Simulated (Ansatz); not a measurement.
# Si2H3OF (SMILES F[Si]O[SiH3]): HF/def2-SVPD

Aim: the vertical singlet–triplet gap of Si2H3OF at HF/def2-SVPD, from 2 runs. 

Program for the calculation: Ansatz 0.2.0.

57 further runs of the same task are left out: 57 set aside as unsound or not needed.

### 1 The molecule

Si2H3OF: 7 atoms, total charge 0, spin state singlet. As SMILES, `F[Si]O[SiH3]`. The shape is that of a PBE0-D4/def2-TZVP optimisation. This is one conformer, not always the lowest.

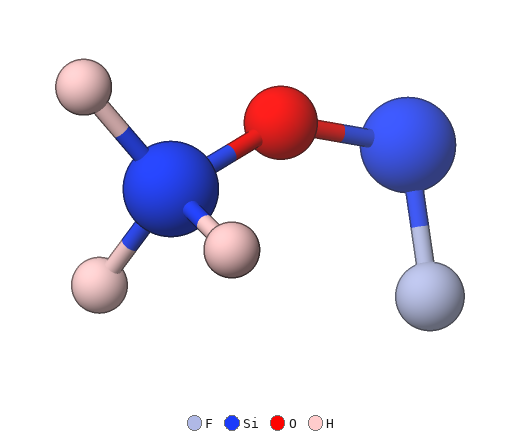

The structure, seen from a chosen angle (fluorine light blue, silicon blue, oxygen red, hydrogen pink).

### 2 The energy at HF/def2-SVPD

Input file run.yaml:

```yaml
crystal:
  periodic: [false, false, false]
  atoms:
    - {symbol: F, position_ang: [0.639300, -1.829500, 1.608700]}
    - {symbol: Si, position_ang: [-0.428700, -2.165500, 0.441500]}
    - {symbol: O, position_ang: [-0.538300, -0.736500, -0.334600]}
    - {symbol: Si, position_ang: [-0.025600, 0.837100, -0.406700]}
    - {symbol: H, position_ang: [-0.705100, 1.480700, -1.555500]}
    - {symbol: H, position_ang: [-0.385700, 1.537800, 0.850000]}
    - {symbol: H, position_ang: [1.444000, 0.875800, -0.603300]}
basis:
  gaussian:
    orbitals: def2-SVPD
total_charge: 0
hamiltonian:
  xc: hf
accuracy: high
output: {orbitals: {seedname: orbitals}}
```

Started as:

```sh
$ ansatz run run.yaml --threads 1 --pin off --max-ram 3480MiB --events-out events.jsonl --progress --plain --runs-dir runs
```

Log:

```text
Warning: RAYON_NUM_THREADS=1 ignored (pool sized by the plan → 1); use --threads N
Functional definition: HF
  name "HF"
  exchange = exact_x
  correlation = 0
2284 factors; integrals over basis functions are off by at most 3.8e-9 eV
mean field evaluation 1: about -20506.2539 eV, gradient 4.2e1 eV
mean field evaluation 2: about -20506.2658 eV, gradient 4.2e1 eV
mean field evaluation 4: about -20509.7326 eV, gradient 2.9e0 eV
mean field evaluation 8: about -20509.7715 eV, gradient 3.9e-4 eV
mean field -20509.77153283 eV, -753.7202018089 hartree, gradient 2.9e-8 eV, S^2 0.000000; 0 other end points of the search recorded, 0 dependent functions left out
reference -20509.77153283 eV, -753.7202018089 hartree; 24, 24 occupied and 94, 94 virtual orbitals, 2284 factors
Total energy: -20509.77153283 eV, -753.7202018089 hartree
```

It took 4.8 s on 1 thread of Arm Neoverse V2, shared host; peak memory 0.37 GiB.

### 3 The triplet

Input file input.yaml:

```yaml
crystal:
  periodic: [false, false, false]
  atoms:
    - symbol: F
      position_ang: [0.639300, -1.829500, 1.608700]
    - symbol: Si
      position_ang: [-0.428700, -2.165500, 0.441500]
    - symbol: O
      position_ang: [-0.538300, -0.736500, -0.334600]
    - symbol: Si
      position_ang: [-0.025600, 0.837100, -0.406700]
    - symbol: H
      position_ang: [-0.705100, 1.480700, -1.555500]
    - symbol: H
      position_ang: [-0.385700, 1.537800, 0.850000]
    - symbol: H
      position_ang: [1.444000, 0.875800, -0.603300]
basis:
  gaussian: {orbitals: def2-SVPD}
magnetization: {spin_polarized: true, initial_magnetization: 2}
hamiltonian: {xc: hf}
accuracy: high
output: {orbitals: {seedname: orbitals}}
```

Started as:

```sh
$ ansatz run input.yaml --threads 1 --pin off --max-ram 3480MiB --events-out events.jsonl --progress --plain --runs-dir runs
```

Log:

```text
Warning: RAYON_NUM_THREADS=1 ignored (pool sized by the plan → 1); use --threads N
[... 4 set-up lines as earlier in the session ...]
2284 factors; integrals over basis functions are off by at most 3.8e-9 eV
mean field evaluation 1: about -20503.5368 eV, gradient 2.8e1 eV
mean field evaluation 2: about -20503.5499 eV, gradient 2.8e1 eV
mean field evaluation 4: about -20507.3904 eV, gradient 3.1e0 eV
mean field evaluation 8: about -20507.5181 eV, gradient 2.7e-1 eV
mean field -20507.51930752 eV, -753.6374340555 hartree, gradient 5.8e-8 eV, S^2 2.002452; 0 other end points of the search recorded, 0 dependent functions left out
reference -20507.51930752 eV, -753.6374340555 hartree; 25, 23 occupied and 93, 95 virtual orbitals, 2284 factors
Total energy: -20507.51930752 eV, -753.6374340555 hartree
```

Wall time 6.9 s (1 thread of Arm Neoverse V2, shared host); peak memory 0.47 GiB.

### 4 Results

Level: HF/def2-SVPD.

```
                                        quantity          value
                           singlet: total energy  -753.72020 Eh
                            singlet: HOMO energy      -10.35 eV
                            singlet: LUMO energy        1.42 eV
                          singlet: HOMO–LUMO gap       11.76 eV
                           triplet: total energy  -753.63743 Eh
     triplet: HOMO energy (highest over α and β)       -7.82 eV
      triplet: LUMO energy (lowest over α and β)       -0.54 eV
                                   triplet: ⟨S²⟩          2.002
vertical energy of the triplet above the singlet       2.252 eV
```

What this shows: At this shape the triplet lies 2.25 eV (52 kcal/mol) above the singlet.
